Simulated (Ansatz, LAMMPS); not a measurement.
# Site preference of F in place of O in glassy 74TiO2-26ZrO2 (mol %) (105 atoms), part 3 of 3

At which site of glassy 74TiO2-26ZrO2 (mol %) (105 atoms) does F in place of O cost least, and what about the site decides it?

Ansatz 0.2.0; Kohn-Sham DFT, PBEsol, PAW (set soft_2), plane waves.

The cell: 26 Ti, 9 Zr and 70 O. The quench rate of 50 K/ps is many orders above laboratory rates. The network of bonds at the start is that of the classical potential that made the cell. Sampling is at Γ alone, for a cell whose shortest periodic width is 11 Å.

So far. Step 6 (F on a site of O, site O46): The relaxation converged after 7 steps, 0.841 eV below its start, with a largest force component of 0.048 eV/Å.

### Step 7. F on a site of O, site O89

The site has 3 bonded neighbours (ZrTi2) at 2.03 Å on average. 

input.yaml reads:

```yaml
crystal:
  lattice:
    - [11.07581, 0.0, 0.0]
    - [0.0, 11.07581, 0.0]
    - [0.0, 0.0, 11.07581]
  atoms:
    [... atom lines 1 to 85 left out ...]
    - { symbol: O, position: [0.0516, 0.39671, 0.83594] }
    - { symbol: O, position: [0.89664, 0.78527, 0.54188] }
    - { symbol: O, position: [0.20471, 0.46974, 0.35624] }
    - { symbol: F, position: [0.55233, 0.67048, 0.22639], spin: 0.6 }
    - { symbol: O, position: [0.9488, 0.63662, 0.92477] }
    - { symbol: O, position: [0.9937, 0.00059, 0.42367] }
    - { symbol: O, position: [0.73411, 0.9338, 0.42054] }
    [... atom lines 93 to 105 left out ...]
magnetization:
  spin_polarized: true
kpoints:
  mp_grid: { grid: [1, 1, 1] }
hamiltonian:
  xc: pbesol
scf:
  occupations: { method: fermi_dirac, width: 0.025 }
  lower_state_search: "off"
output:
  forces: true
  eigenvalues: true
relax:
  f_tol: 0.05
  max_steps: 90
```

Command:

```sh
ansatz run input.yaml --threads 4 --pin off --max-ram 8192MiB --backend cpu --events-out ev --progress --plain --runs-dir out
```

Numbers of over 12 decimals in the logs are rounded to 6 here.

What it wrote:

```text
[...]
Pseudopotentials: kind: paw
Pseudopotential: Ti, paw, valence charge 12, recommended cutoff 420 eV (normal), Ti.paw.azcp
Pseudopotential: Zr, paw, valence charge 12, recommended cutoff 420 eV (normal), Zr.paw.azcp
Pseudopotential: O, paw, valence charge 6, recommended cutoff 420 eV (normal), O.paw.azcp
Pseudopotential: F, paw, valence charge 7, recommended cutoff 420 eV (normal), F.paw.azcp
[... 3 lines on functional and potentials left out ...]
Crystal: 105 atoms, lattice volume = 1358.709 Å³
Basis set: ecut = 420 eV, 26745 PW (Γ), exchange–correlation on 150×150×150 points (8 copies of the dense FFT grid, shifted against one another)
Bands: 527, of which v1, the nominal top of the filled ones, is band 421 counted from 1 (420 counted from 0)
Symmetry: 1 space group operations
Space group: P1 (ITA 1), of the structure as read, at distance tolerance 1.1e-4 Å
Magnetic group: BNS 1.1 (UNI 1), of the structure as read, at distance tolerance 1.1e-4 Å
k-points: 1
[... 13 lines on functional and potentials left out ...]
Initial density: superposition of atomic densities (chi_scale 0.1, normalization cell, long waves kept (reshape's long-wave potential 0.41 eV rms))
Starting moments: Σ|m| = 2.4 μB on 4 of 105 sites
Initial wavefunctions: pseudopotential atomic-orbital guess
[...]
SCF iter   1: F=—  HF=-141138.540143 eV  |F-HF|=—  |Δ(HF+E_count)|=         —  Δρ=4.10e-2 (↑4.10e-2 ↓3.59e-2)  dr2=1.08e2  dr2_m=8.49e-1  M=0.004 μB ∫|m|=0.509 μB  β_m=0.30  ethr=3.10e-3  ⟨swp⟩=4.0  Hψ=3772  notcnv=0  defer=71
preconditioner: auto → Resta (q_TF=auto, 2.519 Å⁻¹)  ε∞=6.9  [insulator: Δε(μ)=0.397 eV  Ē_g=9.861 eV  σ=0.025 eV  W_gap=0.55  n_scr=364 (ndim 8)  ℏωp=23.9 eV  f_vac=0.020  D(μ)=23.72/eV (n_scr^D=122)  ε∞_Penn≈6.9]
spin=Collinear: Resta preconditioning applied to the charge; magnetization (m = ρ↑ − ρ↓) channel mixes plain (no charge-response kernel on spin).
SCF iter   2: F=—  HF=-141125.631528 eV  |F-HF|=—  |Δ(HF+E_count)|=    1.29e1  Δρ=2.18e-2 (↑2.18e-2 ↓2.16e-2)  dr2=3.48e1  dr2_m=4.91e-1  M=0.011 μB ∫|m|=0.375 μB  β_m=0.30  ethr=3.10e-3  ⟨swp⟩=3.0  Hψ=1850  notcnv=0  defer=146
SCF iter   3: F=—  HF=-141121.113376 eV  |F-HF|=—  |Δ(HF+E_count)|=    4.52e0  Δρ=1.51e-2 (↑1.51e-2 ↓1.48e-2)  dr2=1.45e1  dr2_m=2.48e-1  M=0.881 μB ∫|m|=1.072 μB  β_m=0.30  ethr=3.10e-3  ⟨swp⟩=2.0  Hψ=1284  notcnv=0  defer=140
[...]
SCF iter   7: F=—  HF=-141118.242458 eV  |F-HF|=—  |Δ(HF+E_count)|=   7.44e-2  Δρ=2.67e-3 (↑2.67e-3 ↓2.20e-3)  dr2=2.73e-1  dr2_m=2.59e-2  M=0.861 μB ∫|m|=0.976 μB  β_m=0.30  ethr=6.22e-5  ⟨swp⟩=5.0  Hψ=1429  notcnv=0  defer=148
Mixer restart at iter 7: flushing history
[...]
SCF 1 converged in 21 iterations: F = -141118.366940 eV  dr2 = 1.20e-6
[...]
relax step   1: F+E_penalty+E_count = -141118.36693981 eV  Δ(F+E_penalty+E_count) = +0.000e0 eV  max|allowed force component| = 3.400e0 eV/Å  Δτ_max = 0.0000 Å  (21 SCF iters, dr2 threshold 6.25e-5 eV, accepted)
[...]
relax step   2: F+E_penalty+E_count = -141119.03884933 eV  Δ(F+E_penalty+E_count) = -6.719e-1 eV  max|allowed force component| = 1.521e0 eV/Å  Δτ_max = 0.1389 Å  (12 SCF iters, dr2 threshold 1.00e-4 eV, accepted)
[...]
relax step   5: F+E_penalty+E_count = -141119.18249448 eV  Δ(F+E_penalty+E_count) = +8.940e-2 eV  max|allowed force component| = 9.922e-1 eV/Å  Δτ_max = 0.1754 Å  (15 SCF iters, dr2 threshold 1.15e-5 eV, rejected (line search))
[...]
relax step   8: F+E_penalty+E_count = -141119.34486252 eV  Δ(F+E_penalty+E_count) = -2.316e-2 eV  max|allowed force component| = 1.095e-1 eV/Å  Δτ_max = 0.1500 Å  (16 SCF iters, dr2 threshold 4.51e-6 eV, accepted)
[...]
spin=Collinear: Kerker preconditioning applied to the charge; magnetization (m = ρ↑ − ρ↓) channel mixes plain (no charge-response kernel on spin).
[...]
spin=Collinear: Resta preconditioning applied to the charge; magnetization (m = ρ↑ − ρ↓) channel mixes plain (no charge-response kernel on spin).
[...]
Step cancelled. What follows is not a result of the run: it is the report of the last solve that finished, which converged after 16 SCF iterations.
Magnetization: 0.9860 μB (420.9930 up, 420.0070 down)
Absolute magnetization: 1.2130 μB (∫|ρ↑−ρ↓|, with the PAW one-centre terms)
Spin contamination: 0.0031 ħ² per cell (⟨S²⟩ above its minimum at these occupations)
Per-site moments (μB) at R_I (Å): [(0.011237, 0.744566), (0.103063, 0.754555), (0.00370889, 0.730522), (0.035520, 0.765366), (0.00466285, 0.745130), [...]
Free energy (F): -141119.344863 eV
Harris-Foulkes:  -141119.344864 eV  (|F-HF|=1.14e-6)
Internal energy: -141119.301434 eV  (E = F + TS)
E sigma→0 (E₀):  -141119.323148 eV
Entropy (-TS):   -0.043428 eV (-0.414 meV/atom)
Fermi energy:    9.163854 eV
--- Per-component energies (eV) ---
[...]
Σ components = -141119.344863   (vs F -141119.344863, Δ=0.00e0)
--- Forces (eV/Å), atoms counted from 1 ---
  atom   1  Ti     0.01648767     0.00802430     0.00440219
  atom   2  Ti    -0.00611829    -0.00353685     0.06197144
  atom   3  Ti    -0.05948662    -0.00449603    -0.02494314
  atom   4  Ti     0.02721824    -0.00355278    -0.01956802
[...]
atom 105  O     -0.03556192     0.01025785     0.00229760
  max |Σ_I F_I| component: 2.06e-4 eV/Å
--- Band table (eV) ---
  k-point 0 ↑: bands = ["-49.7239", "-49.6626", "-49.6503", "-49.5977", [... 511 levels ...], "11.6685", "11.6717", "11.6964", "11.7065", "11.7404", "11.7547", "11.7965", "11.8024", "11.8263", "11.8794", "11.9248", "11.9592"]
  k-point 0 ↓: bands = ["-49.6501", "-49.6468", "-49.5676", "-49.5641", [... 511 levels ...], "11.6834", "11.6910", "11.7157", "11.7319", "11.7605", "11.7767", "11.8083", "11.8160", "11.8483", "11.8912", "11.9368", "11.9725"]
End of that report.
Error: SIGTERM received: cancelled by the caller after 4 completed SCF iterations
```

The job ended after 10 min (4 threads of Arm Neoverse V2, shared host; peak memory 3.7 GiB; 41 min of CPU time).

The relaxation was stopped at its limit after 8 steps, 0.978 eV below its start, with a largest force component of 0.11 eV/Å.

### Step 8. The sites compared

All these cells hold the same atoms, so their energies can be compared with no chemical potential.

```tsv
site	neighbours	mean distance (Å)	atoms within 6 Å	energy over the best site (eV)	before relaxation (eV)	gain on relaxing (eV)	moment (μB)
O86	Ti2	1.85	69	0.00	0.00	0.77	1.0
O89 *	ZrTi2	2.03	68	0.38	0.59	0.98	-
O46	ZrTi3	2.16	68	0.77	0.84	0.84	1.0
```

* The relaxation didn't finish, so this energy is an upper bound. Neighbours are those of the relaxed host within 2.64 Å (O-Ti), 2.83 Å (O-Zr); other pairs aren't counted.

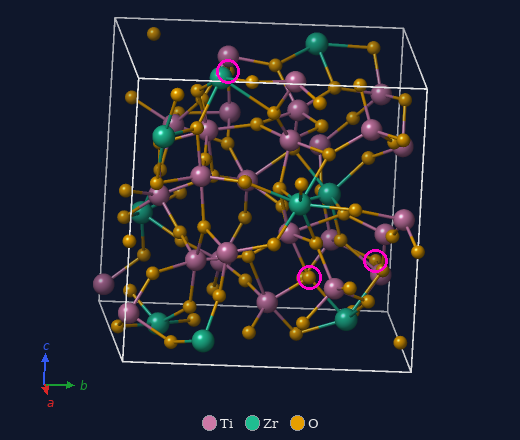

The relaxed cell with the tried sites ringed. Bonds to atoms that aren't drawn are left out. Some periodic images of atoms are drawn too.

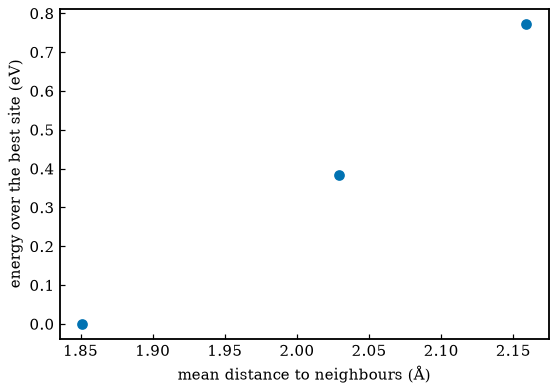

Site energy against the site's surroundings.

### Step 9. Outcome

The cheapest site is O86 (2 neighbours, Ti2); the dearest, O46 (4 neighbours, ZrTi3), costs 0.77 eV more. By coordination the energies over the best site are 0.00 eV with 2 neighbours, 0.38 eV with 3 neighbours and 0.77 eV with 4 neighbours. Relaxation gains 0.77 to 0.98 eV and leaves the best site the same.

**Limits.** Defects are neutral and interact with their images. The reference ran with gaussian smearing of 0.025 eV, but 3 of the 3 defect cells with fermi-dirac smearing of 0.025 eV, spin polarised. In a disordered cell the relaxation can also rearrange atoms far from the site. In the spin-polarised runs the search for a state of lower energy was switched off. Only 3 of the 70 O sites were tried, so a cheaper one may exist. A local or semilocal functional tends to spread out the unpaired spin of such defects. The pressure of -4.1 GPa means that a free cell would contract at this level.

The DFT runs together took 43 min of wall time.

[Logs are printed without paths, hosts, clocks, repeated set-up lines and the standing remarks that a program may print on its own settings, such as how far it seeks lower states.]

[Hosts, paths, dates, database ids (printed as entryN), source tags and the programs' standing remarks are cut or masked in the printed files.]
